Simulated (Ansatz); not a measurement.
# The perfect Pd wire along [111], 7 atoms a period, part 2 of 2

Wanted: the relaxed geometry and the bands of the Pd wire along [111], 7 atoms a period.

Ansatz 0.2.0; DFT PBE, plane waves, PAW; relaxation of a wire's period; PAW set soft_1 (the session's first sound run).

So far: The structure; Relaxing the period.

**2. Relaxing the period (continued)**

Relaxation path:

| step | energy less that of the first step (eV) | largest force component (eV/Å) | pressure (GPa) | volume (Å³) |
| --- | --- | --- | --- | --- |
| 1 | 0.0000 | 1.0507 | -1.69 | 655.29 |
| 2 | -0.1741 | 1.7337 | 1.59 | 623.37 |
| 3 | -0.5605 | 0.2299 | -0.48 | 624.65 |
| 4 | -0.6016 | 0.1325 | -0.20 | 611.04 |
| 5 | -0.6078 | 0.0048 | -0.01 | 609.74 |
| 6* | -0.6030 | 0.0051 | -0.01 | 609.74 |

Relaxation steps marked * repeat the geometry before them on a plane-wave basis chosen anew for their cell, so energy and pressure can jump there.

The run keeps the 4 symmetry operations that it works with, so distortions that break them were not tested.

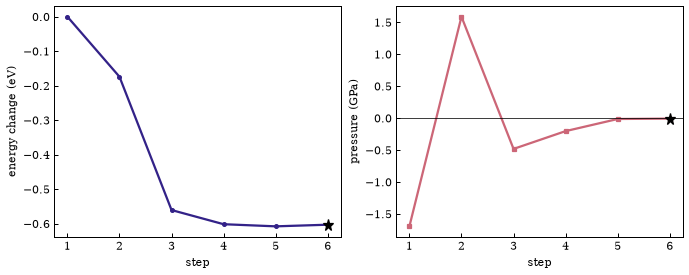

Energy and pressure along the relaxation. Stars mark steps on a basis chosen anew.

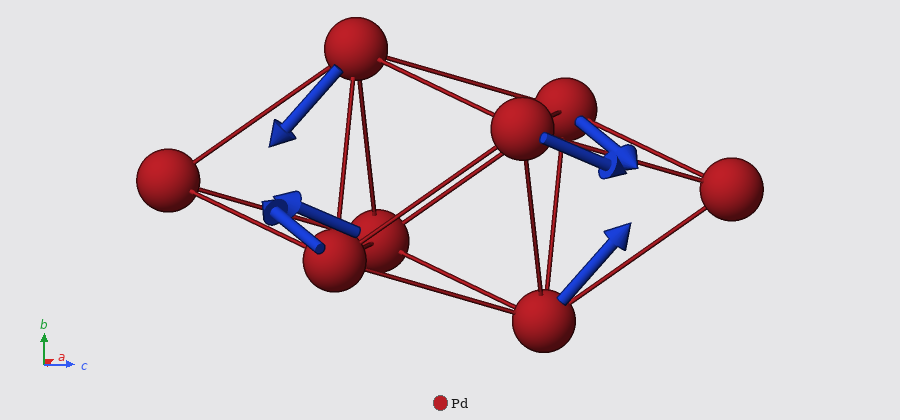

Displacements in the relaxation, exaggerated, measured against the changing cell; the longest in the cell stands for 0.07 Å. Some periodic images of atoms are drawn too.

| cell as run | before | after | change |
| --- | --- | --- | --- |
| c (Å) | 6.824 | 6.350 | -7.0 % |

The atoms that moved most (Å, along periodic axes as changes of fractional coordinates times the final cell, across vacuum about the mean position):

| atom | dx | dy | dz | length |
| --- | --- | --- | --- | --- |
| Pd4 | -0.047 | 0.027 | -0.048 | 0.073 |
| Pd2 | 0.047 | 0.027 | -0.048 | 0.073 |
| Pd7 | -0.047 | -0.027 | 0.048 | 0.073 |
| Pd5 | 0.047 | -0.027 | 0.048 | 0.073 |
| Pd6 | 0.000 | 0.054 | 0.048 | 0.072 |
| Pd3 | 0.000 | -0.054 | -0.048 | 0.072 |

Numbers from this step:

```
energy at zero smearing    : -48800.4349 eV
cell length along the wire : 6.350 Å
```

The cell's length comes to 6.350 Å with spin left out.

**3. The perfect wire**

This step: DFT PBE, plane waves, PAW; bands of a perfect wire; PAW set soft_1 (Ansatz 0.2.0).

At the relaxed period the bands are computed along the axis; those that cross an energy going forward count the channels that a perfect wire would open there.

input.yaml reads:

```yaml
crystal:
  lattice:
    - [9.586, 0.0, 0.0]
    - [0.0, 10.017, 0.0]
    - [0.0, 0.0, 6.3499127033]
  atoms:
    - { symbol: Pd, position: [0.5, 0.5, 0.0] }
    - { symbol: Pd, position: [0.35955265, 0.422436859, 0.325699199] }
    - { symbol: Pd, position: [0.5, 0.65520454, 0.325830959] }
    - { symbol: Pd, position: [0.64044735, 0.422436859, 0.325699199] }
    - { symbol: Pd, position: [0.35955265, 0.577563141, 0.674300801] }
    - { symbol: Pd, position: [0.5, 0.34479546, 0.674169041] }
    - { symbol: Pd, position: [0.64044735, 0.577563141, 0.674300801] }
kpoints:
  mp_grid: { grid: [1, 1, 13] }
  band_path: { path: ["Γ", Z], npoints: 90 }
scf:
  occupations: { method: fermi_dirac, width: 0.05 }
hamiltonian:
  xc: pbe
  pseudopotentials: { kind: paw, azcp: { folder: soft_1 } }
output:
  dos: { e_range: [-5, 4] }
  write_potential: true
  write_density: true
  volumetric_format: npy
```

Command:

```bash
$ ansatz run input.yaml --threads 4 --pin off --max-ram 16384MiB --backend cpu --events-out ev --progress --plain --runs-dir out
```

Numbers of over 12 decimals in the logs are rounded to 6 here.

What it wrote:

```text
[...]
Crystal: 7 atoms, lattice volume = 609.737 Å³
Basis set: ecut = 420 eV, 11941 PW (Γ)
Bands: 76, of which v1, the nominal top of the filled ones, is band 63 counted from 1 (62 counted from 0)
Symmetry: 4 space group operations
[...]
k-points: 7 of 13
[...]
SCF iter   1: F=—  HF=-48805.504755 eV  |F-HF|=—  |Δ(HF+E_count)|=         —  Δρ=6.13e-2  dr2=2.81e1  ethr=3.10e-3  ⟨swp⟩=6.9  Hψ=2172  notcnv=0  defer=1
[...]
SCF iter  15: F=-48800.516115 eV  HF=-48800.516115 eV  |F-HF|=5.60e-9  |Δ(HF+E_count)|=  3.06e-10  Δρ=1.11e-6  dr2=9.53e-9  ethr=7.94e-11  ⟨swp⟩=12.3  Hψ=1346  notcnv=0
SCF 1 converged in 15 iterations: F = -48800.516115 eV  dr2 = 9.53e-9
[...]
NSCF: frozen V_eff on 91 k-points
WARN: The output density's exchange-correlation potential varies sharply where the density is thin. Do not read a vacuum level from v_tot or v_xc, or from such a field of the output density. On a cell that repeats whose density bears no net charge and no dipole along the vacuum's axis use v_es (v_loc + v_h of the components); under efield.dipole_correction with no amplitude use v_es + v_field, which holds any externa [...]
SCF converged after 15 iterations
Free energy (F): -48800.516115 eV
[...]
Internal energy: -48800.353681 eV  (E = F + TS)
E sigma→0 (E₀):  -48800.434898 eV
Entropy (-TS):   -0.162433 eV (-23.205 meV/atom)
Fermi energy:    -0.210513 eV
[...]
--- Band table (eV; the first three rows and the last of 7) ---
  k-point 0: bands = [... 59 lower, -0.6528, -0.3878, -0.3353, -0.2598, -0.2590, 0.3560, 0.3818, 1.5285, ... 9 higher]
  k-point 1: bands = [... 59 lower, -0.6471, -0.3906, -0.3371, -0.2590, -0.2582, 0.3721, 0.3979, 1.1094, ... 9 higher]
  k-point 2: bands = [... 59 lower, -0.6275, -0.3992, -0.3415, -0.2524, -0.2517, 0.4226, 0.4484, 0.6370, ... 9 higher]
  k-point 6: bands = [... 59 lower, -0.5926, -0.4530, -0.3537, -0.2570, -0.0914, -0.0890, 1.0625, 1.0866, ... 9 higher]
```

Wall time 41 s (4 threads of Arm Neoverse V1, shared host); peak memory 2.3 GiB.

Numbers from this step:

```yaml
band_gap: 0 eV
```

The electronic bands at the labelled points (eV, zero at the Fermi level):

| point | band 61 | band 62 | band 63 | band 64 | band 65 | band 66 | band 67 | band 68 |
| --- | --- | --- | --- | --- | --- | --- | --- | --- |
| Γ | -0.18 | -0.12 | -0.05 | -0.05 | 0.57 | 0.59 | 1.74 | 2.00 |
| Z | -0.24 | -0.14 | -0.05 | 0.12 | 0.13 | 1.32 | 1.34 | 1.85 |

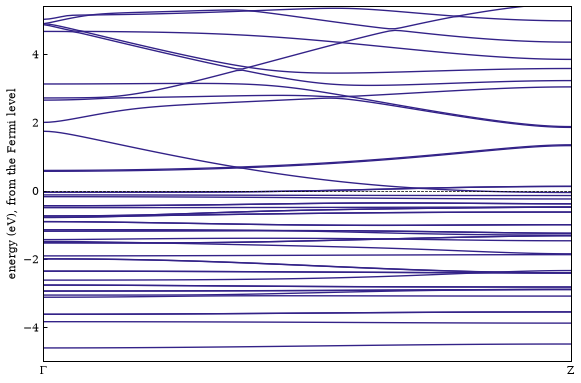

Electronic bands along the path.

Between Γ and Z the bands cross the Fermi level 3 times, so a perfect wire would conduct at least 3 G₀, with spin left out.

**4. Outcome**

```
cell length, PBE                                            : 6.350 Å
ballistic conductance by band crossings, a lower bound, PBE : 3 G₀
```

In words: Under PBE the cell's length is 6.35 Å, and the bands cross the Fermi level 3 times between Γ and Z, which gives a perfect wire at least 3 G₀ (opposite crossings within one step of the path cancel in such a count). No spin was allowed, though thin wires with open d shells can turn magnetic.

[Logs are printed without paths, hosts, clocks, repeated set-up lines and the standing remarks that a program may print on its own settings, such as how far it seeks lower states.]

[Hosts, paths, dates, database ids (printed as entryN), source tags and the programs' standing remarks are cut or masked in the printed files.]
